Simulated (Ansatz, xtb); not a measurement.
Pulling on the Si1–H2 bond in HISi (SMILES [SiH]I) (multiplicity 1 held, fragments rigid). Energies count from the point at 1.522 Å.
Geometry at that point (charge 0, multiplicity 1):
```xyz
3

Si    -1.1214    -0.9327     1.2781
H     -2.0942    -1.3863     0.1983
I      0.3357     0.2725    -0.3414
```

Unrestricted levels (U-) break spin symmetry where that is lower. Active spaces are followed from a long bond inwards. Left out are points that failed, MP2 points in a non-variational dive below the minimum, coupled-cluster points behind a sign of a changed root (a jump of the amplitudes, or a one-step jump against full CI or MRCI), small-basis points behind a change of solution, and semi-empirical points at long bonds. Curves can end on different states.

Cores are frozen in the correlated methods. Filled d and f shells under p-block atoms count as core.

Codes used: Ansatz (Gaussian orbitals); xtb for the GFN methods. Values without a source in brackets are computed. In def2 rows elements past Kr take small-core potentials, without spin–orbit coupling. The GFN methods have no spin term and hold the electronic entropy of 300 K.

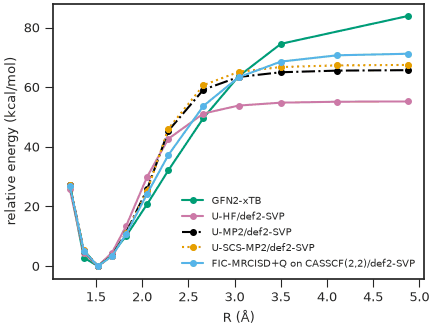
Figure. Relative energy along the coordinate

Question: Read off the GFN2-xTB curve at R = 2.284.

Answer: about 32 kcal/mol

Doubts at one or more of the structures used: a spin-contaminated determinant (U-HF/def2-SVP, U-MP2/def2-SVP, U-SCS-MP2/def2-SVP).

Ansatz is a program for electronic structure.
